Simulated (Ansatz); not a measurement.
## Electronic structure of GaH3···CH3 (doublet) in real space

Input

```
crystal:
  periodic: [false, false, false]
  atoms:
    - { symbol: Ga, position_ang: [0.0, 0.0, 0.0] }
    - { symbol: H, position_ang: [0.0, 0.0, 1.82] }
    - { symbol: H, position_ang: [1.3596, 0.0, -0.785] }
    - { symbol: H, position_ang: [-1.3596, 0.0, -0.785] }
    - { symbol: C, position_ang: [0.0, 0.0, 3.23] }
    - { symbol: H, position_ang: [-0.5653, -0.8805, 3.6005] }
    - { symbol: H, position_ang: [1.0452, -0.0494, 3.6005] }
    - { symbol: H, position_ang: [-0.4798, 0.9298, 3.6005] }
magnetization:
  spin_polarized: true
  initial_magnetization: 1
basis:
  gaussian: { orbitals: def2-SVP }
hamiltonian:
  xc: b3lyp
relax:
  f_tol: 0.15
  max_steps: 25
  restrain:
    - { distance: [1, 4], at: 2.31, k: 30.0 }
    - { distance: [0, 1], at: 1.57, k: 30.0 }
output:
  orbitals: {}
```

Run with:

```sh
ansatz run input.yaml --threads 2 --pin off --max-ram 3072MiB --backend cpu --events-out ev --progress --plain --runs-dir out
```

The fields are those of the relaxed geometry.

Computed with UKS B3LYP/def2-SVP in Ansatz 0.2.0.

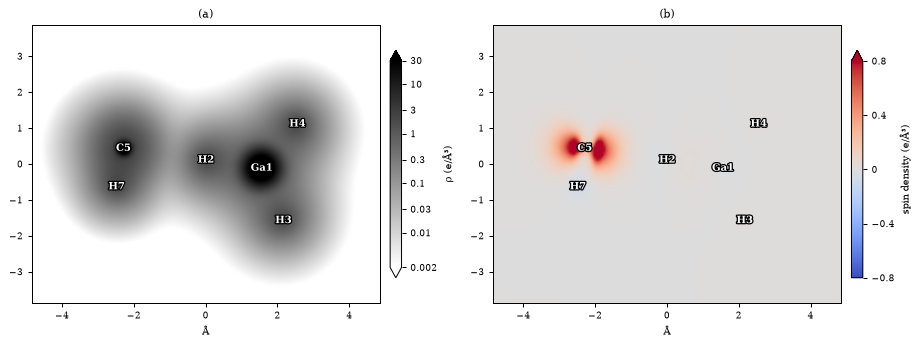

Figure 1. (a) total electron density; (b) spin density (α minus β) on the plane of atoms H3, Ga1 and H4.

**What do the fields say about this system?**

The plane passes through Ga, H and C nuclei. C5···H2 (2.32 Å): the density falls to about 0.12 e/Å³ on the way. C–H (1.09 Å): ρ is about 1.9 e/Å³ halfway. Ga–H (1.57 Å): the density is about 0.97 e/Å³ at the midpoint. The unpaired spin (1 electron) lies mostly on C5 (about 0.8), in electrons by Hirshfeld's partition.

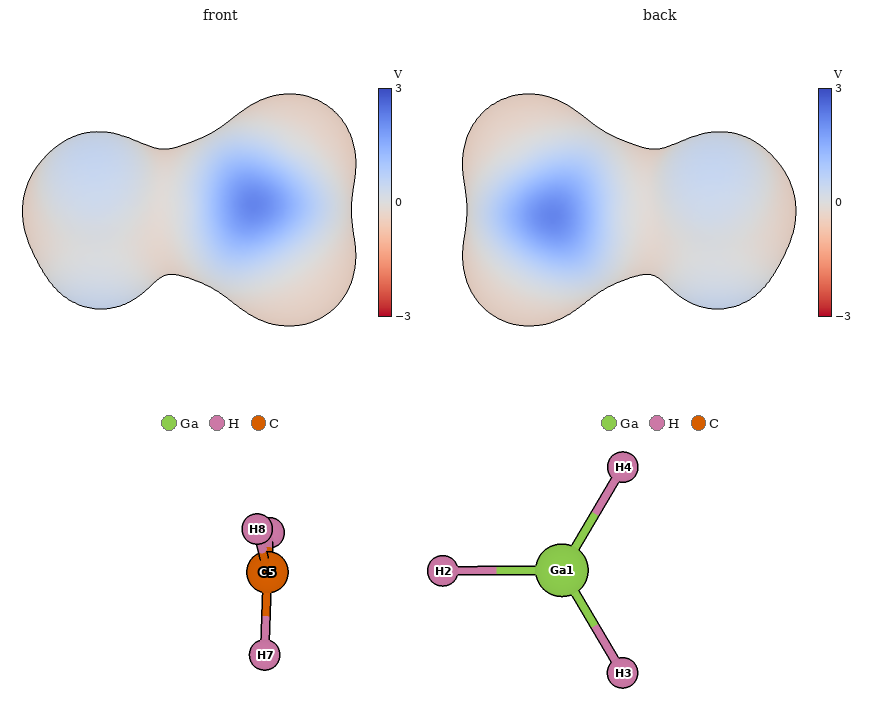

Figure 2. The molecular electrostatic potential painted on the density surface at 0.001 e/bohr³, seen from the front and from behind; red is negative and blue positive. The bare structure is drawn below in the same view.

**Describe the electrostatic potential map.**

The most negative region (about −0.4 V, or −9 kcal/mol for a unit charge) lies over H3, H4 and C5, the most positive (about +2.1 V, or +48 kcal/mol for a unit charge) over Ga1.

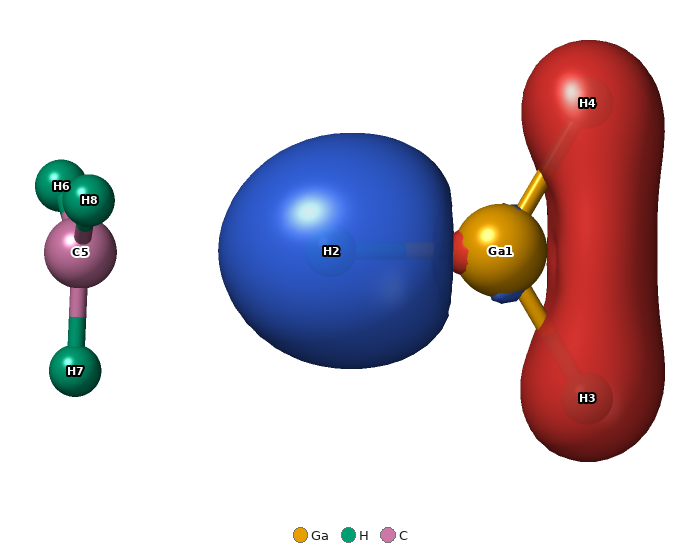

Figure 3. The HOMO−1 (β) at ±0.15 Å⁻³ᐟ² (red and blue are the two phases), seen across its widest extent.

**Describe this orbital and give its energy.**

By Hirshfeld shares it lies mainly on Ga1 (about 40 %), H2 (about 35 %), H3 (about 10 %) and H4 (about 10 %). Its energy is −8.32 eV.
